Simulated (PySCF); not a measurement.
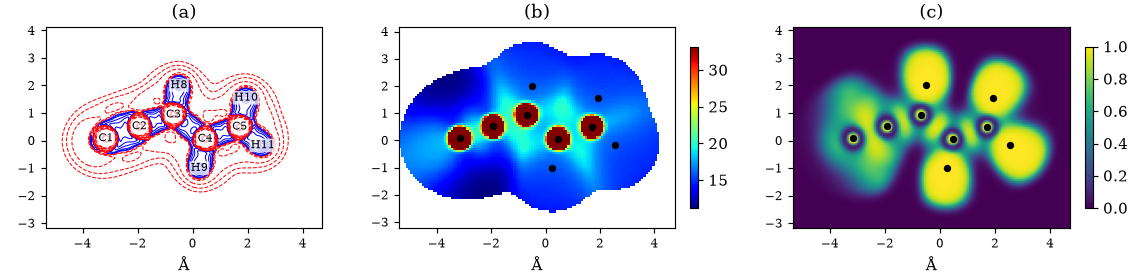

C$_{5}$H$_{6}$, SMILES `C=C=CC=C`. Three fields in a plane through 9 of the atoms. (a): solid blue lines positive, dashed red lines negative.

Level of theory: ωB97X/def2-SVP (PySCF), at a geometry from GFN2-xTB. No frequency check shows the geometry to be a minimum.

Coordinates in Å:

```
C1      -2.4735    0.1967   -0.0000
C2      -1.2349   -0.1716    0.0003
C3       0.0207   -0.5303    0.0002
C4       1.1247    0.4092    0.0003
C5       2.4000    0.0388   -0.0002
H6      -3.0215    0.3554    0.9151
H7      -3.0208    0.3562   -0.9170
H8       0.2767   -1.5831   -0.0002
H9       0.8550    1.4571    0.0006
H10      2.6875   -1.0002   -0.0007
H11      3.2011    0.7575   -0.0002
```

### The panels show, in some order, the negative Laplacian of the density (−∇²ρ), electron localisation function (ELF) and average local ionisation energy. Which is which?

(a) is the negative Laplacian of the density (−∇²ρ): shells alternate in sign around each nucleus and valence concentrations outline the bonding and non-bonding pairs. (b) is the average local ionisation energy: it is high near the heavier nuclei and lowest where loosely bound electrons reach out. (c) is the electron localisation function (ELF): it runs from 0 to 1 and is close to 1 over wide basins that fill the valence regions.
